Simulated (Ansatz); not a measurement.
# Quasi-harmonic thermodynamics of ScAl3 (Pm-3m)

Aim: the lattice, expansion, heat capacity and bulk modulus of ScAl3 as it warms. The starting cell is a computed one from a database.

Program: Ansatz 0.2.0. Level of theory: DFT PBEsol, scalar-relativistic, plane waves, PAW; PAW set soft_1. Results are calculated unless marked as measured.

### Step 1. The structure

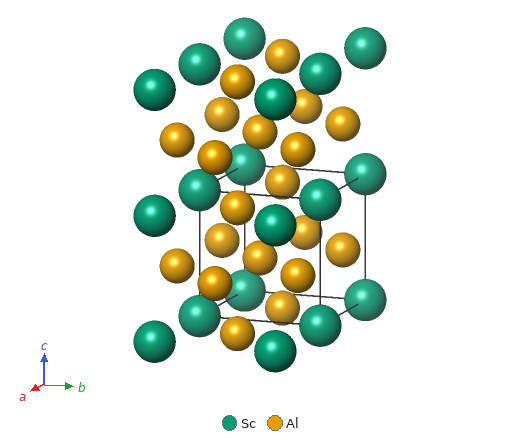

Start, viewed slightly off an axis; scandium teal, aluminium orange. 2×1×2 cells are drawn. Some periodic images of atoms are drawn too.

Coordinates:

```cif
data_structure
_symmetry_space_group_name_H-M 'Pm-3m'
_symmetry_Int_Tables_number 221
_cell_length_a 4.0878
_cell_length_b 4.0878
_cell_length_c 4.0878
_cell_angle_alpha 90.000
_cell_angle_beta 90.000
_cell_angle_gamma 90.000
_cell_volume 68.31
loop_
_atom_site_label
_atom_site_type_symbol
_atom_site_symmetry_multiplicity
_atom_site_Wyckoff_symbol
_atom_site_fract_x
_atom_site_fract_y
_atom_site_fract_z
_atom_site_occupancy
Sc1 Sc 1 a 0.00000 0.00000 0.00000 1
Al1 Al 3 c 0.50000 0.00000 0.50000 1
```

### Step 2. A first coarse run

Before spending time, one coarse run tells the gap and the pressure of the starting cell.

input.yaml reads:

```yaml
crystal:
  lattice:
    - [4.08780657, 0.0, 0.0]
    - [0.0, 4.08780657, 0.0]
    - [0.0, 0.0, 4.08780657]
  atoms:
    - { symbol: Sc, position: [0.0, 0.0, 0.0] }
    - { symbol: Al, position: [0.5, 0.0, 0.5] }
    - { symbol: Al, position: [0.0, 0.5, 0.5] }
    - { symbol: Al, position: [0.5, 0.5, 0.0] }
kpoints:
  mp_grid: { grid: [4, 4, 4] }
hamiltonian:
  xc: pbesol
  pseudopotentials: { kind: paw, azcp: { folder: soft_1 }, xc_functional: pbe }
scf:
  occupations: { method: gaussian, width: 0.1 }
  lower_state_search: "off"
output:
  forces: true
  stress: true
  eigenvalues: true
```

Started as:

```console
ansatz run input.yaml --threads 8 --pin off --max-ram 16384MiB --backend cpu --events-out ev --progress --plain --runs-dir out
```

Numbers of over 12 decimals in the logs are rounded to 6 here.

What it wrote:

```text
Engine: ansatz 0.2.0, aarch64-unknown-linux-gnu
Pseudopotentials: kind: paw
Pseudopotential: Sc, paw, valence charge 11, recommended cutoff 420 eV (normal), soft_1/Sc.paw.azcp
Pseudopotential: Al, paw, valence charge 3, recommended cutoff 420 eV (normal), soft_1/Al.paw.azcp
Functional definition: PBEsol
  exchange = pbesol_x
  correlation = pbesol_c
Crystal: 4 atoms, lattice volume = 68.308 Å³
Basis set: ecut = 420 eV, 1357 PW (Γ), exchange–correlation on 60×60×60 points (8 copies of the dense FFT grid, shifted against one another)
Bands: 14, of which v1, the nominal top of the filled ones, is band 10 counted from 1 (9 counted from 0)
Symmetry: 48 space group operations
Space group: Pm-3m (ITA 221), of the structure as read, at distance tolerance 4.1e-5 Å
k-points: 10 of 64
Non-local potential: Sc, projectors of the file, l = 0: 3, l = 1: 2, l = 2: 3, l = 3: 1
Non-local potential: Al, projectors of the file, l = 0: 2, l = 1: 2, l = 2: 1
PAW form: soft (Blöchl's): semilocal exchange-correlation on the pseudo side does not see the compensation charge
PAW frozen core: Sc, regenerated for the run's functional, and the local potential with it (the file was generated under x = pbe(κ = 0.804, μ = 0.219515), c = pbe(β = 0.066725))
PAW frozen core: Al, regenerated for the run's functional, and the local potential with it (the file was generated under x = pbe(κ = 0.804, μ = 0.219515), c = pbe(β = 0.066725))
PAW one-centre angular grid: Sc, 590 points (default); XC on 64 Gauss nodes
PAW one-centre angular grid: Al, 110 points (default); XC on 64 Gauss nodes
Initial density: superposition of atomic densities (chi_scale 0.1, normalization cell, long waves kept (reshape's long-wave potential 0.00 eV rms))
Initial wavefunctions: pseudopotential atomic-orbital guess
Functional: x = pbesol(κ = 0.804, μ = 0.123457), c = pbesol(β = 0.046)
SCF iter   1: F=—  HF=-3687.138395 eV  |F-HF|=—  |Δ(HF+E_count)|=         —  Δρ=2.66e-2  dr2=9.90e-1  ethr=3.10e-3  ⟨swp⟩=5.0  Hψ=717  notcnv=0
preconditioner: auto → Resta (q_TF=auto, 2.223 Å⁻¹)  ε∞=9.2  [insulator: Δε(μ)=0.222 eV  Ē_g=5.427 eV  σ=0.100 eV  W_gap=0.64  n_scr=18 (ndim 8)  ℏωp=15.6 eV  f_vac=0.000  D(μ)=4.57/eV (n_scr^D=56)  ε∞_Penn≈9.2]
SCF iter   2: F=—  HF=-3686.906036 eV  |F-HF|=—  |Δ(HF+E_count)|=   2.32e-1  Δρ=1.63e-2  dr2=2.24e-1  ethr=3.10e-3  ⟨swp⟩=2.0  Hψ=254  notcnv=0  defer=1
SCF iter   3: F=—  HF=-3686.805400 eV  |F-HF|=—  |Δ(HF+E_count)|=   1.01e-1  Δρ=7.17e-3  dr2=6.08e-2  ethr=1.12e-3  ⟨swp⟩=2.9  Hψ=267  notcnv=0  defer=1
SCF iter   4: F=—  HF=-3686.786600 eV  |F-HF|=—  |Δ(HF+E_count)|=   1.88e-2  Δρ=1.17e-3  dr2=7.21e-4  ethr=3.04e-4  ⟨swp⟩=2.1  Hψ=222  notcnv=0  defer=1
SCF iter   5: F=—  HF=-3686.786299 eV  |F-HF|=—  |Δ(HF+E_count)|=   3.01e-4  Δρ=1.95e-4  dr2=6.47e-5  ethr=3.60e-6  ⟨swp⟩=2.2  Hψ=208  notcnv=0  defer=1
SCF iter   6: F=—  HF=-3686.786285 eV  |F-HF|=—  |Δ(HF+E_count)|=   1.37e-5  Δρ=2.77e-5  dr2=1.09e-6  ethr=3.24e-7  ⟨swp⟩=2.1  Hψ=174  notcnv=0  defer=1
SCF iter   7: F=-3686.786285 eV  HF=-3686.786285 eV  |F-HF|=7.73e-11  |Δ(HF+E_count)|=   1.82e-7  Δρ=2.16e-6  dr2=2.02e-9  ethr=5.00e-10  ⟨swp⟩=5.3  Hψ=603  notcnv=0
SCF 1 converged in 7 iterations: F = -3686.786285 eV  dr2 = 2.02e-9
  greatest PAW one-centre occupation: 0.998 electrons in one spin orbital (limit 2), on the Sc atom at site 0 (counted from 0), in its partial waves of l = 0
SCF converged after 7 iterations
Free energy (F): -3686.786285 eV
Harris-Foulkes:  -3686.786285 eV  (|F-HF|=7.73e-11)
Internal energy: -3686.761648 eV  (E = F + TS)
E sigma→0 (E₀):  -3686.773967 eV
Entropy (-TS):   -0.024637 eV (-6.159 meV/atom)
Fermi energy:    9.138977 eV
--- Per-component energies (eV) ---
  E_band       = -126.279347
  E_kinetic    = 279.138825
  E_local      = -1010.113244  (includes V_loc(G=0)·N_el)
  E_nonlocal   = 173.946228
  E_hartree    = 404.687606
  E_xc         = -198.753848
  E_vxc        = -195.059596  (∫ρ·V_xc dr)
  E_paw        = -2337.702057  (= ΣΔE_a)
  E_vpaw       = -183.567411  (= ΣTr[D̂ρ^β])
  E_aug_tail   = 0.000032  (compensation charges beyond the density's cutoff)
  E_ewald      = -998.151633
  E_core_change = 0.186442  (= ΣΔE_core)
  E_smearing   = -0.024637  (= −TS)
  E_closure    = 0.000000  (closes the sum)
  Σ components = -3686.786285   (vs F -3686.786285, Δ=0.00e0)
--- Forces (eV/Å), atoms counted from 1 ---
  atom   1  Sc    -0.00000000     0.00000000     0.00000000
  atom   2  Al     0.00000000     0.00000000     0.00000000
  atom   3  Al     0.00000000     0.00000000     0.00000000
  atom   4  Al     0.00000000     0.00000000     0.00000000
  max |Σ_I F_I| component: 1.48e-31 eV/Å
--- Stress (GPa, compression-positive) ---
       -0.885209      -0.000000       0.000000
        0.000000      -0.885209       0.000000
        0.000000       0.000000      -0.885209
  P = ⅓ Tr σ = -0.8852 GPa (-8.852 kbar)
--- Band table (eV; the first three rows and the last of 10) ---
  k-point 0: bands = [... 6 lower, 6.4882, 7.3181, 7.3181, 7.3181, 10.3476, 10.4096, 10.4096, 10.4096]
  k-point 1: bands = [... 6 lower, 6.9204, 7.3703, 7.3703, 8.7815, 10.1911, 10.1911, 10.5680, 11.5426]
  k-point 2: bands = [... 6 lower, 7.4076, 7.4076, 7.6282, 9.9869, 10.1193, 10.1193, 10.4629, 10.7454]
  k-point 9: bands = [... 6 lower, 4.3299, 4.6635, 6.1693, 6.1693, 6.1693, 10.0269, 11.7141, 11.7141]
```

Run time: 0.29 s. Hardware: 8 threads of Arm Neoverse V2, shared host; peak memory 0.33 GiB; 1.1 s of CPU time.

This step gave:

| Property | Result |
| --- | --- |
| pressure | -0.8852 GPa |
| volume per atom | 17.08 Å³/atom |
| gap on the k-mesh | 0 eV |

The start is under -0.89 GPa at this level and looks like a metal on this mesh.

### Step 3. Relaxation

Phonons are second derivatives about a minimum, so cell and atoms are relaxed first, inside the symmetry of the start.

input.yaml: that of step 2 with these lines changed.

```diff
@@ -11,3 +11,3 @@
 kpoints:
-  mp_grid: { grid: [4, 4, 4] }
+  mp_grid: { grid: [10, 10, 10] }
 hamiltonian:
@@ -22 +22,10 @@
   eigenvalues: true
+  write_density: true
+  write_potential: true
+  elf: true
+  volumetric_format: npy
+relax:
+  adjacent_minimum: "off"
+  f_tol: 0.005
+  max_steps: 80
+  cell: { stress_tol: 0.05 }
```

What it wrote:

```text
[...]
Crystal: 4 atoms, lattice volume = 68.308 Å³
Basis set: ecut = 420 eV, 1357 PW (Γ), exchange–correlation on 60×60×60 points (8 copies of the dense FFT grid, shifted against one another)
Bands: 14, of which v1, the nominal top of the filled ones, is band 10 counted from 1 (9 counted from 0)
Symmetry: 48 space group operations
[...]
k-points: 56 of 1000
[...]
SCF iter   1: F=—  HF=-3687.260340 eV  |F-HF|=—  |Δ(HF+E_count)|=         —  Δρ=2.60e-2  dr2=9.17e-1  ethr=3.10e-3  ⟨swp⟩=5.3  Hψ=4197  notcnv=0
[...]
SCF iter   7: F=-3686.907973 eV  HF=-3686.907973 eV  |F-HF|=8.64e-12  |Δ(HF+E_count)|=   2.15e-9  Δρ=2.00e-6  dr2=1.80e-9  ethr=5.00e-10  ⟨swp⟩=6.7  Hψ=3954  notcnv=0
SCF 1 converged in 7 iterations: F = -3686.907973 eV  dr2 = 1.80e-9
[...]
relax step   1: F+E_penalty+E_count = -3686.90797253 eV  Δ(F+E_penalty+E_count) = +0.000e0 eV  max|allowed force component| = 1.027e-30 eV/Å  Δτ_max = 0.0000 Å  P = -1.107 GPa  Ω = 68.308 Å³  (7 SCF iters, dr2 threshold 1.00e-7 eV, accepted)
Crystal: 4 atoms, lattice volume = 66.875 Å³
[...]
iter 1 solved again at ethr=5.90e-6 eV; its pass at ethr=3.10e-3 eV (dr2=1.18e-3 eV) is discarded
[...]
SCF iter   5: F=-3686.909571 eV  HF=-3686.909571 eV  |F-HF|=2.86e-10  |Δ(HF+E_count)|=   2.93e-7  Δρ=3.67e-6  dr2=5.30e-9  ethr=2.00e-9  ⟨swp⟩=8.0  Hψ=4821  notcnv=0
SCF 2 converged in 5 iterations: F = -3686.909571 eV  dr2 = 5.30e-9
relax step   2: F+E_penalty+E_count = -3686.90957101 eV  Δ(F+E_penalty+E_count) = -1.598e-3 eV  max|allowed force component| = 1.167e-30 eV/Å  Δτ_max = 0.0000 Å  P = +0.829 GPa  Ω = 66.875 Å³  energy of the carried Pulay correction = +2.006e-4 eV  (5 SCF iters, dr2 threshold 4.00e-7 eV, accepted)
Crystal: 4 atoms, lattice volume = 67.481 Å³
[...]
SCF iter   4: F=-3686.911012 eV  HF=-3686.911012 eV  |F-HF|=8.77e-8  |Δ(HF+E_count)|=   2.57e-6  Δρ=1.47e-5  dr2=1.45e-7  ethr=2.00e-9  ⟨swp⟩=5.6  Hψ=4232  notcnv=0
SCF 3 converged in 4 iterations: F = -3686.911012 eV  dr2 = 1.45e-7
relax step   3: F+E_penalty+E_count = -3686.91101223 eV  Δ(F+E_penalty+E_count) = -1.441e-3 eV  max|allowed force component| = 4.314e-31 eV/Å  Δτ_max = 0.0000 Å  P = -0.016 GPa  Ω = 67.481 Å³  energy of the carried Pulay correction = +1.152e-4 eV  (4 SCF iters, dr2 threshold 4.00e-7 eV, accepted)
[...]
SCF iter   5: F=-3686.910901 eV  HF=-3686.910901 eV  |F-HF|=5.46e-12  |Δ(HF+E_count)|=  6.82e-11  Δρ=8.46e-8  dr2=7.41e-12  ethr=1.00e-12  ⟨swp⟩=5.1  Hψ=3071  notcnv=0
SCF 4 converged in 5 iterations: F = -3686.910901 eV  dr2 = 7.41e-12
relax step   4: F+E_penalty+E_count = -3686.91090054 eV  Δ(F+E_penalty+E_count) = +1.117e-4 eV  max|allowed force component| = 2.034e-31 eV/Å  Δτ_max = 0.0000 Å  P = -0.019 GPa  Ω = 67.481 Å³  stress off target by 1.87e-2 GPa  SCF on the basis re-selected at this cell (its energy is not comparable with the rows above)  (5 SCF iters)
basis re-selected at this cell: Δ(F+E_penalty+E_count) = +1.117e-4 eV, ΔP = -0.003 GPa vs the last step (what re-selecting the basis moved, of the pressure what is left beyond the Pulay correction that the steps carried, after the strain that the cell walked since its last selection, with what the two solves' SCF thresholds leave and, on support functions, any second-order correction that the steps lacked; it is no m [...]
SCF converged after 5 iterations
Free energy (F): -3686.910901 eV
[...]
Internal energy: -3686.905324 eV  (E = F + TS)
E sigma→0 (E₀):  -3686.908112 eV
Entropy (-TS):   -0.005576 eV (-1.394 meV/atom)
Fermi energy:    9.263136 eV
[...]
--- Stress (GPa, compression-positive) ---
       -0.018723       0.000000      -0.000000
        0.000000      -0.018723       0.000000
       -0.000000       0.000000      -0.018723
  P = ⅓ Tr σ = -0.0187 GPa (-0.187 kbar)
--- Band table (eV; the first three rows and the last of 56) ---
  k-point 0: bands = [... 6 lower, 6.6124, 7.4429, 7.4429, 7.4429, 10.4686, 10.5562, 10.5562, 10.5562]
  k-point 1: bands = [... 6 lower, 6.6847, 7.4530, 7.4530, 7.9570, 10.5023, 10.5023, 10.5859, 10.8612]
  k-point 2: bands = [... 6 lower, 6.8948, 7.4772, 7.4772, 8.5833, 10.3899, 10.3899, 10.6666, 11.6736]
  k-point 55: bands = [... 6 lower, 4.4424, 4.7367, 6.2949, 6.2949, 6.2949, 10.1967, 11.8884, 11.8884]
--- Relaxed structure (3 steps of the walk, 3 accepted, 1 SCFs on fresh bases) ---
  F+E_penalty+E_count = -3686.91090054 eV   max|allowed force component| = 2.034e-31 eV/Å   (the final SCF, on the basis selected at the relaxed cell)
  cell:  # Å, volume = 67.4814 Å³
    - [4.071252, 0, 0]
    - [0, 4.071252, 0.0]
    - [0, 0.0, 4.071252]
  atoms:
    - { symbol: Sc, position: [0, 0, 0] }
    - { symbol: Al, position: [0.5, 0, 0.5] }
    - { symbol: Al, position: [0, 0.5, 0.5] }
    - { symbol: Al, position: [0.5, 0.5, 0] }
```

Wall time 1.9 s (8 threads); peak memory 0.44 GiB; 12 s of CPU time.

Relaxation path:

| step | energy less that of the first step (eV) | largest force component (eV/Å) | pressure (GPa) | volume (Å³) |
| --- | --- | --- | --- | --- |
| 1 | 0.0000 | 0.0000 | -1.11 | 68.31 |
| 2 | -0.0016 | 0.0000 | 0.83 | 66.88 |
| 3 | -0.0030 | 0.0000 | -0.02 | 67.48 |
| 4* | -0.0029 | 0.0000 | -0.02 | 67.48 |

Relaxation steps marked * repeat the geometry before them on a plane-wave basis chosen anew for their cell, so energy and pressure can jump there.

Forces are held to the 48 operations that the run works with; a distortion that breaks them can't arise in this run.

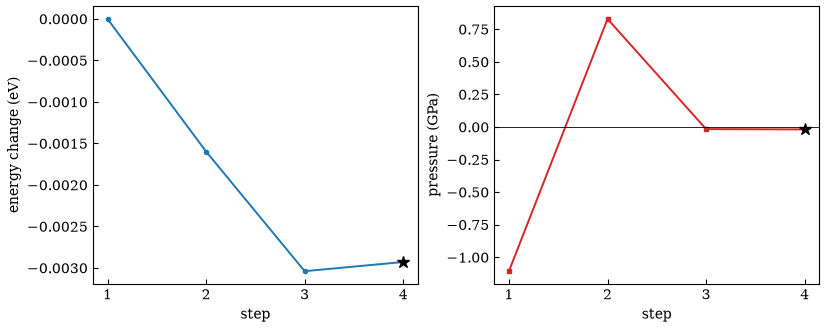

Energy and pressure along the relaxation. Stars mark steps on a basis chosen anew.

| conventional cell, symmetrised | before | after | change |
| --- | --- | --- | --- |
| a (Å) | 4.088 | 4.071 | -0.4 % |
| b (Å) | 4.088 | 4.071 | -0.4 % |
| c (Å) | 4.088 | 4.071 | -0.4 % |
| volume (Å³/atom) | 17.08 | 16.87 | -1.2 % |

This step gave:

```yaml
pressure: -0.01872 GPa
volume_per_atom: 16.87 Å³/atom
```

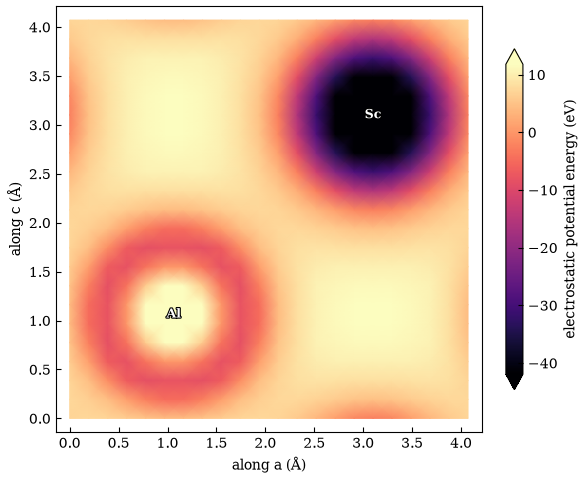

Electrostatic potential energy in the ac plane at fractional y = 0.000, with atoms of Sc and Al within 0.2 Å of it. With pseudopotentials it is smooth inside the atoms' cores, unlike the true potential. The map starts off the cell's origin, so that atoms lie inside it.

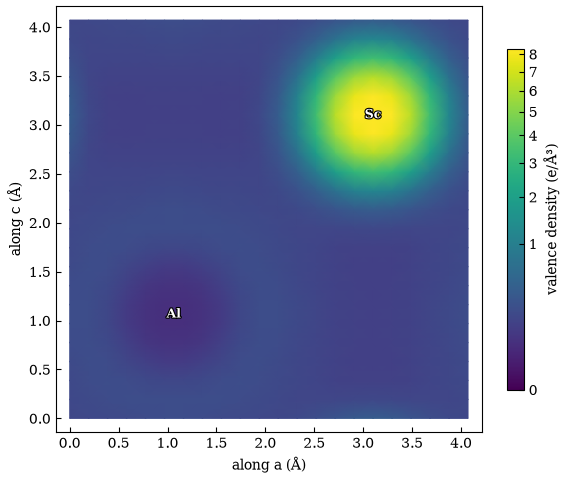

Valence density in the ac plane at fractional y = 0.000, with atoms of Sc and Al within 0.2 Å of it. It is the smooth field of the valence electrons, not physical close to the nuclei. The map starts off the cell's origin, so that atoms lie inside it. The colour scale is stretched toward low values.

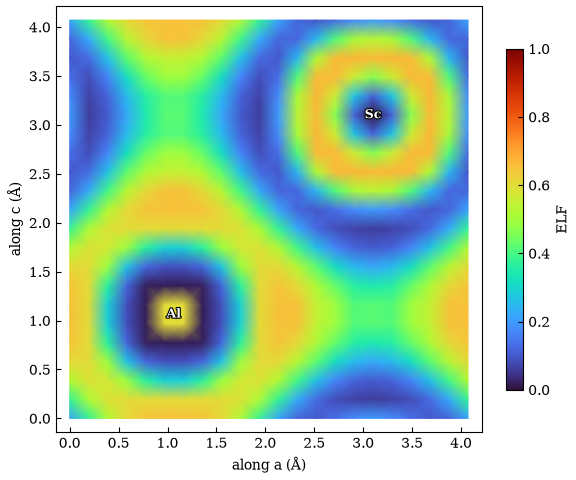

ELF in the ac plane at fractional y = 0.000, with atoms of Sc and Al within 0.2 Å of it. It is the smooth field of the valence electrons, not physical close to the nuclei. The map starts off the cell's origin, so that atoms lie inside it.

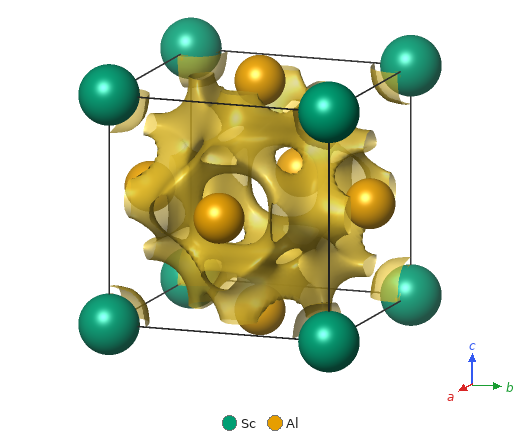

Surface of ELF = 0.64.

The relaxation ends with a pressure of -0.02 GPa.

(Continued in part 2 of 3.)

[Logs are printed without paths, hosts, clocks, repeated set-up lines and the standing remarks that a program may print on its own settings, such as how far it seeks lower states.]

[Hosts, paths, dates, database ids (printed as entryN), source tags and the programs' standing remarks are cut or masked in the printed files.]

[A step with changed settings may run another functional than the one named; its input shows which.]
